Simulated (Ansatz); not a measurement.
## Electronic structure of AlBrCl$_{2}$H$_{2}$ in real space

Input

```
crystal:
  periodic: [false, false, false]
  atoms:
    - { symbol: Al, position_ang: [-0.032622, 0.224969, -0.012886] }
    - { symbol: Cl, position_ang: [-0.081626, 0.5065, 2.173414] }
    - { symbol: H, position_ang: [1.351565, 0.0728, -0.751264] }
    - { symbol: Cl, position_ang: [-1.863009, 0.437601, -1.045232] }
    - { symbol: Br, position_ang: [-0.246098, -3.179336, 1.154489] }
    - { symbol: H, position_ang: [-0.252511, -2.057435, 2.163279] }
basis:
  gaussian: { orbitals: def2-SVP }
hamiltonian:
  xc: revpbe
relax:
  f_tol: 0.03
  max_steps: 50
output:
  orbitals: {}
```

Launched as:

```sh
ansatz run input.yaml --threads 2 --pin off --max-ram 3072MiB --backend cpu --events-out ev --progress --plain --runs-dir out
```

The fields are those of the run's last geometry, not of the input's.

These are results of RKS revPBE/def2-SVP in Ansatz 0.2.0, not measurements.

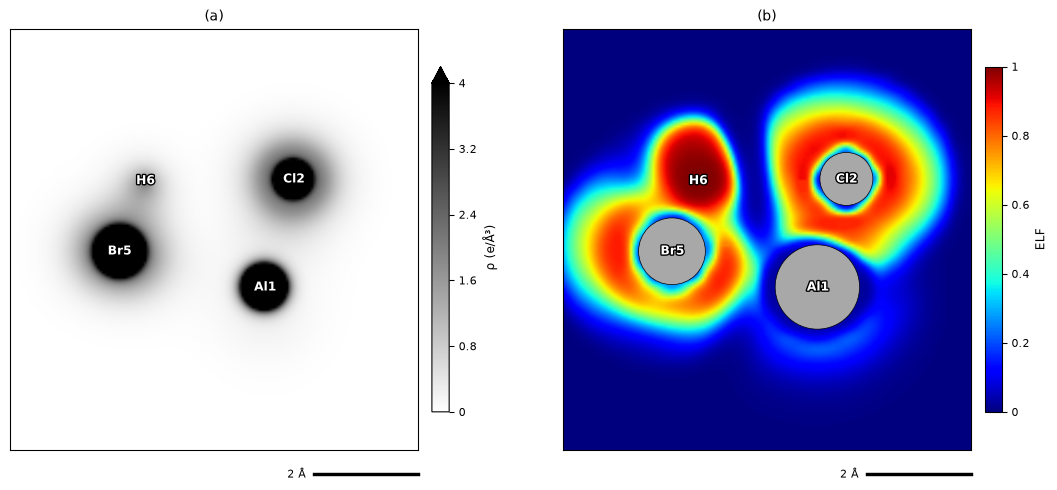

Figure 1. (a) total electron density; (b) ELF on the plane of atoms Cl2, Al1 and Br5. Grey discs cover the atomic cores in the ELF map.

Q: Describe what can be read from this map.

A: The plane passes through Al, Cl, Br and H nuclei.
Al–Cl (2.15 Å): ρ is about 0.64 e/Å³ halfway; the ELF peaks at about 0.85 in the valence shell of Cl, 1.0 Å from its nucleus, and is about 0.80 at the midpoint.
Al–Br (2.88 Å): ρ is about 0.2 e/Å³ halfway, with its minimum of 0.13 e/Å³ about 1.0 Å from Al; the ELF peaks at about 0.85 in the valence shell of Br, 1.1 Å from its nucleus, and is about 0.65 at the midpoint.
Br–H (1.44 Å): ρ at the midpoint is about 1.6 e/Å³; the ELF climbs to about 1 towards the hydrogen, as it does in any bond to H.
The ELF also peaks beside Br5 and Cl2, away from the bonds: lone-pair regions.

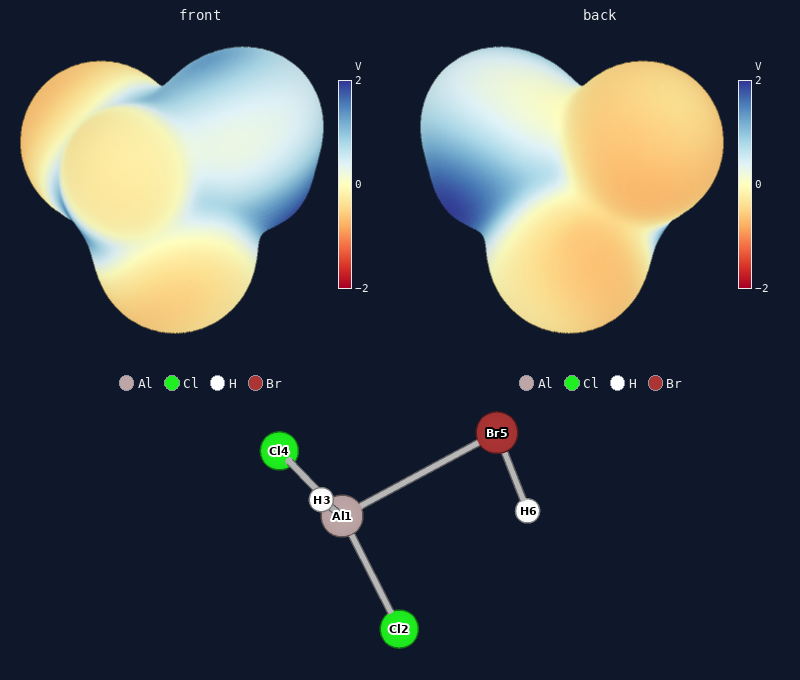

Figure 2. The molecular electrostatic potential painted on the density surface at 0.001 e/bohr³, seen from the front and from behind; the colour scale runs from red (negative) to blue (positive). The bare structure is drawn below in the same view.

Q: Which sites attract a positive test charge, and which a negative one?

A: A positive charge is drawn to the negative regions and a negative charge to the positive ones. The most negative region (about −0.7 V) lies over Cl4, the most positive (about +1.9 V) over H6.

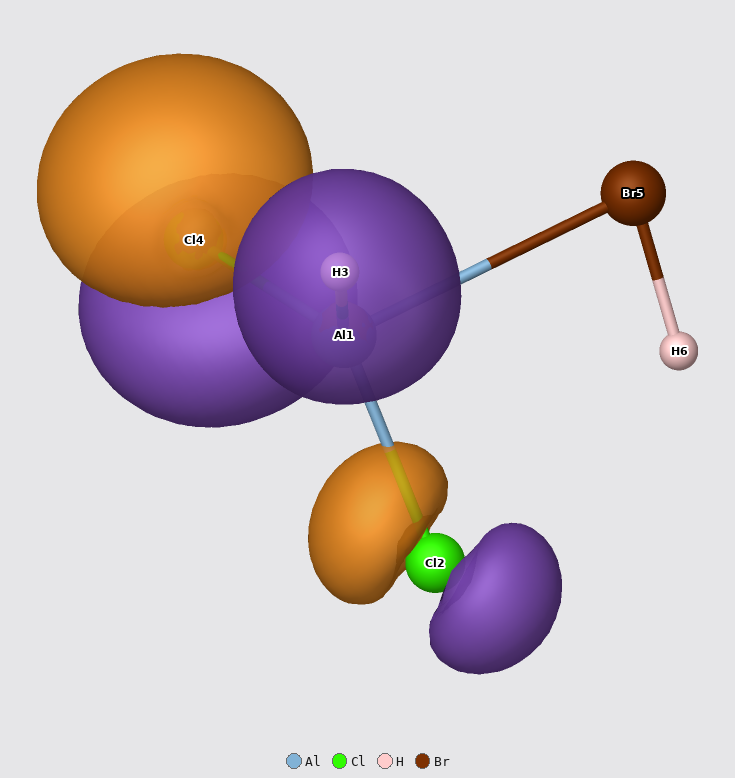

Figure 3. One frontier orbital at ±0.1 Å⁻³ᐟ² (orange and purple are the two phases), seen at a tilt.

Q: Which orbital is it: HOMO or LUMO?

A: The HOMO, at −7.30 eV. Its weight (Hirshfeld) is mainly on Cl4 (about 70 %), H3 (about 10 %) and Cl2 (about 10 %); largely a lone pair of Cl4.

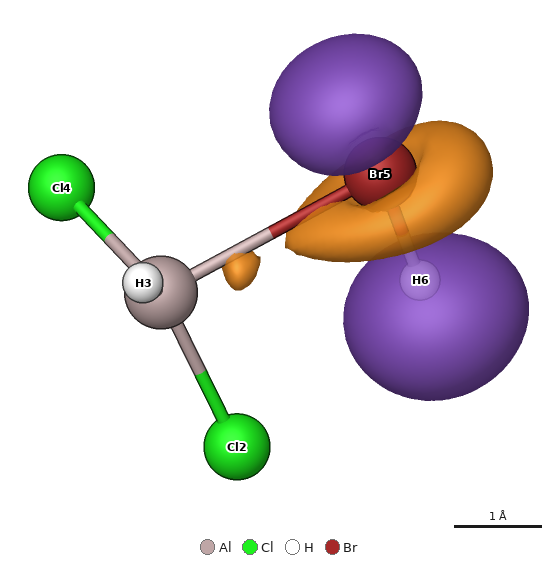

Figure 4. One frontier orbital at ±0.15 Å⁻³ᐟ² (orange and purple are the two phases), seen across its widest extent.

Q: Which orbital is it: HOMO or LUMO?

A: The LUMO, at −1.97 eV. By Hirshfeld shares it lies mainly on Br5 (about 50 %), H6 (about 40 %) and Al1 (about 5 %).
